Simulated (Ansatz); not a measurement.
Molecular dynamics of GaHF (part 1 of 2)

- system: GaHF, multiplicity 2
- method: UKS PBE-D4/def2-SVP (Ansatz 0.2.0)

One setting was made poor on purpose. It belongs to a series of runs on one base structure; here: dynamics from the start. Figures and captions count atoms from 1; the log counts them from 0 in places.

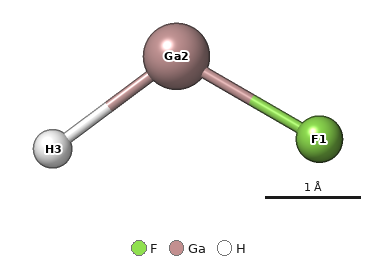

*The input geometry (ball-and-stick view, seen at a tilt; atoms are numbered from 1 in the order of the input). Sticks mark near contacts.*

The input
```yaml
crystal:
  periodic: [false, false, false]
  atoms:
    - { symbol: F, position_ang: [-1.266029, 0.456905, -0.651991] }
    - { symbol: Ga, position_ang: [0.29366, 0.479117, 0.215853] }
    - { symbol: H, position_ang: [0.961369, -1.000822, 0.422838] }
magnetization:
  spin_polarized: true
  initial_magnetization: 1
basis:
  gaussian: { orbitals: def2-SVP }
hamiltonian:
  xc: pbe
  dispersion: d4
md:
  timestep: 4.0
  n_steps: 40
  ensemble: nvt_langevin
  temperature: 400.0
  initial_velocities: maxwell_boltzmann
  seed: 530477
  friction: 0.02
```

Hardware: 1 thread of AMD EPYC (Zen 3), 189 GiB of memory available, shared host.

Command:
```bash
ansatz run input.yaml --threads 1 --pin off --max-ram 2048MiB --backend cpu --events-out ev --progress --plain --runs-dir out
```

The program's output
```
Engine: ansatz 0.2.0, x86_64-unknown-linux-gnu
Functional definition: PBE
  parameter kappa = 0.804
  parameter beta = 0.06672455060314922
  exchange = pbe_x(kappa = kappa, mu = beta*pi^2/3)
  correlation = pbe_c(beta = beta)
561 factors; their error is unknown
mean field evaluation 1: about -55088.2381 eV, gradient 3.2e1 eV
mean field evaluation 2: about -55012.7110 eV, gradient 1.4e2 eV
mean field evaluation 4: about -55091.2986 eV, gradient 9.3e0 eV
mean field evaluation 8: about -55091.5143 eV, gradient 8.6e-2 eV
mean field evaluation 16: about -55091.5144 eV, gradient 3.1e-5 eV
mean field -55091.51435127 eV, -2024.5758100395 hartree, gradient 3.1e-5 eV, S^2 0.753256; 0 other end points of the search recorded, 0 dependent functions left out
the calculation of the forces begins
reference -55091.51438338 eV, -2024.5758112195 hartree; 21, 20 occupied and 30, 31 virtual orbitals, 561 factors
md step     0: t =     0.00 fs  T =   266.7 K  F+E_penalty+E_count = -55091.54048663 eV  E_kin = 0.103408 eV  (28 SCF iters)
these checks for a lower state are left out or cut short: starts, cluster_reference, orbital_swaps, neighbouring_geometries, increment
561 factors; their error is unknown
mean field -55091.47548409 eV, -2024.5743816971 hartree, gradient 3.6e-5 eV, S^2 0.754167; 0 other end points of the search recorded, 0 dependent functions left out
[... from here on the field's lines of each further geometry are left out, up to the last ...]
md step     1: t =     4.00 fs  T =   175.8 K  F+E_penalty+E_count = -55091.50197715 eV  E_kin = 0.068166 eV  (27 SCF iters, 7 dispersion substeps)
md step     2: t =     8.00 fs  T =   219.3 K  F+E_penalty+E_count = -55091.49379296 eV  E_kin = 0.085056 eV  (28 SCF iters, 7 dispersion substeps)
md step     3: t =    12.00 fs  T =   208.8 K  F+E_penalty+E_count = -55091.49694404 eV  E_kin = 0.080978 eV  (27 SCF iters, 7 dispersion substeps)
md step     4: t =    16.00 fs  T =   210.3 K  F+E_penalty+E_count = -55091.46748166 eV  E_kin = 0.081569 eV  (27 SCF iters, 7 dispersion substeps)
md step     5: t =    20.00 fs  T =   165.8 K  F+E_penalty+E_count = -55091.45735747 eV  E_kin = 0.064288 eV  (26 SCF iters, 7 dispersion substeps)
md step     6: t =    24.00 fs  T =   251.0 K  F+E_penalty+E_count = -55091.47700494 eV  E_kin = 0.097343 eV  (27 SCF iters, 7 dispersion substeps)
md step     7: t =    28.00 fs  T =   296.8 K  F+E_penalty+E_count = -55091.50086885 eV  E_kin = 0.115112 eV  (27 SCF iters, 7 dispersion substeps)
md step     8: t =    32.00 fs  T =   334.8 K  F+E_penalty+E_count = -55091.52078853 eV  E_kin = 0.129832 eV  (26 SCF iters, 7 dispersion substeps)
md step     9: t =    36.00 fs  T =   410.4 K  F+E_penalty+E_count = -55091.52975560 eV  E_kin = 0.159149 eV  (25 SCF iters, 7 dispersion substeps)
md step    10: t =    40.00 fs  T =   336.4 K  F+E_penalty+E_count = -55091.51822298 eV  E_kin = 0.130440 eV  (27 SCF iters, 7 dispersion substeps)
md step    11: t =    44.00 fs  T =   339.9 K  F+E_penalty+E_count = -55091.48976381 eV  E_kin = 0.131804 eV  (30 SCF iters, 7 dispersion substeps)
md step    12: t =    48.00 fs  T =   216.2 K  F+E_penalty+E_count = -55091.44511998 eV  E_kin = 0.083820 eV  (31 SCF iters, 7 dispersion substeps)
md step    13: t =    52.00 fs  T =   179.5 K  F+E_penalty+E_count = -55091.41985532 eV  E_kin = 0.069597 eV  (28 SCF iters, 7 dispersion substeps)
md step    14: t =    56.00 fs  T =   197.1 K  F+E_penalty+E_count = -55091.43416080 eV  E_kin = 0.076444 eV  (27 SCF iters, 7 dispersion substeps)
md step    15: t =    60.00 fs  T =   225.3 K  F+E_penalty+E_count = -55091.47181760 eV  E_kin = 0.087379 eV  (28 SCF iters, 7 dispersion substeps)
md step    16: t =    64.00 fs  T =   292.6 K  F+E_penalty+E_count = -55091.51623691 eV  E_kin = 0.113447 eV  (29 SCF iters, 7 dispersion substeps)
md step    17: t =    68.00 fs  T =   341.5 K  F+E_penalty+E_count = -55091.53429424 eV  E_kin = 0.132438 eV  (29 SCF iters, 7 dispersion substeps)
md step    18: t =    72.00 fs  T =   556.6 K  F+E_penalty+E_count = -55091.50973886 eV  E_kin = 0.215833 eV  (29 SCF iters, 7 dispersion substeps)
md step    19: t =    76.00 fs  T =   413.0 K  F+E_penalty+E_count = -55091.46727234 eV  E_kin = 0.160159 eV  (27 SCF iters, 7 dispersion substeps)
md step    20: t =    80.00 fs  T =   454.7 K  F+E_penalty+E_count = -55091.42732176 eV  E_kin = 0.176333 eV  (29 SCF iters, 7 dispersion substeps)
md step    21: t =    84.00 fs  T =   388.5 K  F+E_penalty+E_count = -55091.37910721 eV  E_kin = 0.150671 eV  (28 SCF iters, 7 dispersion substeps)
md step    22: t =    88.00 fs  T =   422.6 K  F+E_penalty+E_count = -55091.37336139 eV  E_kin = 0.163857 eV  (28 SCF iters, 7 dispersion substeps)
md step    23: t =    92.00 fs  T =   508.1 K  F+E_penalty+E_count = -55091.40697193 eV  E_kin = 0.197030 eV  (25 SCF iters, 7 dispersion substeps)
md step    24: t =    96.00 fs  T =   696.2 K  F+E_penalty+E_count = -55091.45757548 eV  E_kin = 0.269989 eV  (27 SCF iters, 7 dispersion substeps)
md step    25: t =   100.00 fs  T =   779.1 K  F+E_penalty+E_count = -55091.51002352 eV  E_kin = 0.302131 eV  (30 SCF iters, 7 dispersion substeps)
md step    26: t =   104.00 fs  T =   636.4 K  F+E_penalty+E_count = -55091.50231078 eV  E_kin = 0.246785 eV  (31 SCF iters, 9 dispersion substeps)
md step    27: t =   108.00 fs  T =   528.1 K  F+E_penalty+E_count = -55091.48830466 eV  E_kin = 0.204801 eV  (30 SCF iters, 9 dispersion substeps)
md step    28: t =   112.00 fs  T =   326.7 K  F+E_penalty+E_count = -55091.49435290 eV  E_kin = 0.126691 eV  (27 SCF iters, 9 dispersion substeps)
md step    29: t =   116.00 fs  T =   460.0 K  F+E_penalty+E_count = -55091.43225476 eV  E_kin = 0.178361 eV  (27 SCF iters, 9 dispersion substeps)
md step    30: t =   120.00 fs  T =   278.6 K  F+E_penalty+E_count = -55091.42501586 eV  E_kin = 0.108028 eV  (28 SCF iters, 9 dispersion substeps)
md step    31: t =   124.00 fs  T =   392.2 K  F+E_penalty+E_count = -55091.46086179 eV  E_kin = 0.152103 eV  (28 SCF iters, 9 dispersion substeps)
md step    32: t =   128.00 fs  T =   464.2 K  F+E_penalty+E_count = -55091.45503231 eV  E_kin = 0.180018 eV  (31 SCF iters, 9 dispersion substeps)
md step    33: t =   132.00 fs  T =   606.8 K  F+E_penalty+E_count = -55091.48214669 eV  E_kin = 0.235309 eV  (30 SCF iters, 9 dispersion substeps)
md step    34: t =   136.00 fs  T =   671.9 K  F+E_penalty+E_count = -55091.52668237 eV  E_kin = 0.260559 eV  (31 SCF iters, 9 dispersion substeps)
md step    35: t =   140.00 fs  T =   792.2 K  F+E_penalty+E_count = -55091.44449089 eV  E_kin = 0.307212 eV  (29 SCF iters, 9 dispersion substeps)
md step    36: t =   144.00 fs  T =   821.0 K  F+E_penalty+E_count = -55091.44551641 eV  E_kin = 0.318362 eV  (31 SCF iters, 9 dispersion substeps)
md step    37: t =   148.00 fs  T =   565.8 K  F+E_penalty+E_count = -55091.34583295 eV  E_kin = 0.219395 eV  (31 SCF iters, 9 dispersion substeps)
md step    38: t =   152.00 fs  T =   472.9 K  F+E_penalty+E_count = -55091.33373394 eV  E_kin = 0.183381 eV  (28 SCF iters, 9 dispersion substeps)
md step    39: t =   156.00 fs  T =   484.7 K  F+E_penalty+E_count = -55091.40530407 eV  E_kin = 0.187945 eV  (27 SCF iters, 9 dispersion substeps)
the calculation of the forces begins
reference -55091.42277212 eV, -2024.5724445678 hartree; 21, 20 occupied and 30, 31 virtual orbitals, 561 factors
561 factors; their error is unknown
mean field evaluation 320: about -55091.4227 eV, gradient 6.6e-5 eV
mean field -55091.42273950 eV, -2024.5724433692 hartree, gradient 6.6e-5 eV, S^2 0.752967; 1 other end points of the search recorded, 0 dependent functions left out
the calculation of the forces begins
reference -55091.42277212 eV, -2024.5724445678 hartree; 21, 20 occupied and 30, 31 virtual orbitals, 561 factors
md step    40: t =   160.00 fs  T =   454.8 K  F+E_penalty+E_count = -55091.44858219 eV  E_kin = 0.176347 eV  (28 SCF iters, 9 dispersion substeps)
```

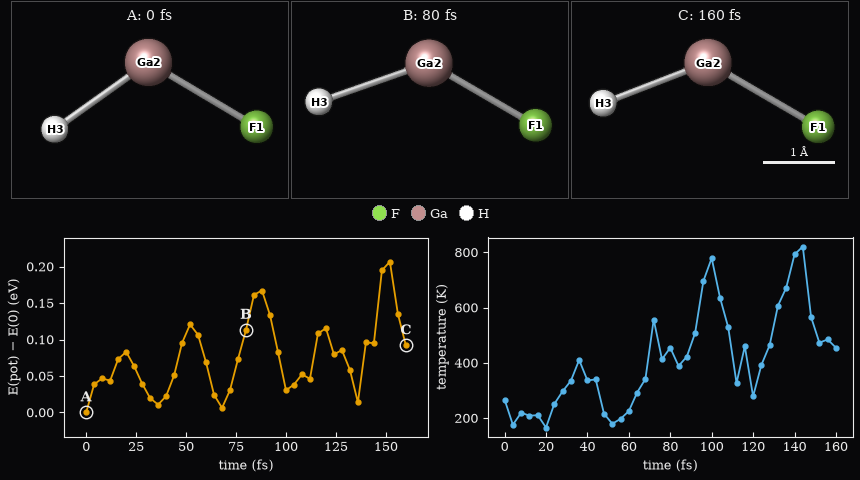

*Frames of the molecular dynamics (ball-and-stick, seen on its broad side) above the curves, on which the letters mark them.*

The trajectory kept here has 41 frames over 160 fs. The temperature starts at 267 K, ranges from 166 to 821 K and averages 534 K over the second half. The potential energy ends 0.092 eV above its first value. After an unweighted best fit of the last frame on the first, the root-mean-square displacement is 0.12 Å.

```
Total energy: -55091.44861480 eV, -2024.5733942690 hartree
Atom 0 at    -1.361231     0.359015    -0.270333 Å, force     0.450639     0.133160     0.430040 eV/Å
Atom 1 at     0.369726     0.701499     0.127554 Å, force    -0.294583    -0.177203    -0.950052 eV/Å
Atom 2 at     1.028289     1.003657     1.554065 Å, force    -0.156055     0.044042     0.520012 eV/Å
Dipole moment:     0.345059     0.076488     0.140270 e Å
```

Trajectory as extended XYZ (Å, eV, eV/Å), 41 frames, from step=0 to step=40
```
3
Properties=species:S:1:pos:R:3:forces:R:3 step=0 time_fs=0.0 energy=-55091.54049 temperature=266.7
F    -1.2660    0.4569   -0.6520    0.0075  -0.0084   0.0032
Ga    0.2937    0.4791    0.2159   -0.0027   0.0177   0.0005
H     0.9614   -1.0008    0.4228   -0.0048  -0.0093  -0.0037
3
Properties=species:S:1:pos:R:3:forces:R:3 step=1 time_fs=4.0 energy=-55091.50198 temperature=175.8
F    -1.2566    0.4556   -0.6339   -0.4664  -0.0852  -0.2597
Ga    0.2894    0.4806    0.2121    0.8001  -0.4336   0.4126
H     1.0342   -1.0374    0.5332   -0.3336   0.5188  -0.1529
3
Properties=species:S:1:pos:R:3:forces:R:3 step=2 time_fs=8.0 energy=-55091.49379 temperature=219.3
F    -1.2596    0.4598   -0.6189   -0.6706  -0.1423  -0.3579
Ga    0.2852    0.4791    0.2110    1.0251  -0.2774   0.5560
H     1.0379   -0.9954    0.6424   -0.3545   0.4196  -0.1981
3
Properties=species:S:1:pos:R:3:forces:R:3 step=3 time_fs=12.0 energy=-55091.49694 temperature=208.8
F    -1.2672    0.4610   -0.6075   -0.7024  -0.2144  -0.3495
Ga    0.2825    0.4754    0.2100    0.9109   0.2642   0.4546
H     1.0319   -0.8902    0.7448   -0.2085  -0.0499  -0.1051
3
Properties=species:S:1:pos:R:3:forces:R:3 step=4 time_fs=16.0 energy=-55091.46748 temperature=210.3
F    -1.2732    0.4552   -0.6009   -0.6956  -0.2893  -0.3116
Ga    0.2799    0.4695    0.2111    0.7994   0.6918   0.2918
H     1.0449   -0.7972    0.8457   -0.1037  -0.4025   0.0197
3
Properties=species:S:1:pos:R:3:forces:R:3 step=5 time_fs=20.0 energy=-55091.45736 temperature=165.8
F    -1.2801    0.4473   -0.6023   -0.5677  -0.3118  -0.2162
Ga    0.2762    0.4616    0.2161    0.6750   0.7740   0.1487
H     1.0247   -0.7602    0.9400   -0.1073  -0.4622   0.0675
3
Properties=species:S:1:pos:R:3:forces:R:3 step=6 time_fs=24.0 energy=-55091.47701 temperature=251.0
F    -1.2934    0.4369   -0.6055   -0.3068  -0.2769  -0.0622
Ga    0.2729    0.4550    0.2199    0.4742   0.6026   0.0326
H     0.9592   -0.7675    1.0295   -0.1674  -0.3257   0.0296
3
Properties=species:S:1:pos:R:3:forces:R:3 step=7 time_fs=28.0 energy=-55091.50087 temperature=296.8
F    -1.3154    0.4231   -0.6077    0.0245  -0.2131   0.1127
Ga    0.2671    0.4517    0.2208    0.1676   0.3835  -0.0903
H     0.8629   -0.7793    1.1136   -0.1920  -0.1704  -0.0224
3
Properties=species:S:1:pos:R:3:forces:R:3 step=8 time_fs=32.0 energy=-55091.52079 temperature=334.8
F    -1.3376    0.4100   -0.6102    0.3049  -0.1267   0.2345
Ga    0.2595    0.4509    0.2204   -0.1750   0.2409  -0.2294
H     0.7309   -0.7891    1.1720   -0.1299  -0.1141  -0.0050
3
Properties=species:S:1:pos:R:3:forces:R:3 step=9 time_fs=36.0 energy=-55091.52976 temperature=410.4
F    -1.3575    0.3931   -0.6056    0.4579  -0.0146   0.2540
Ga    0.2516    0.4508    0.2176   -0.4758   0.2409  -0.4075
H     0.5711   -0.7981    1.1824    0.0179  -0.2263   0.1535
```
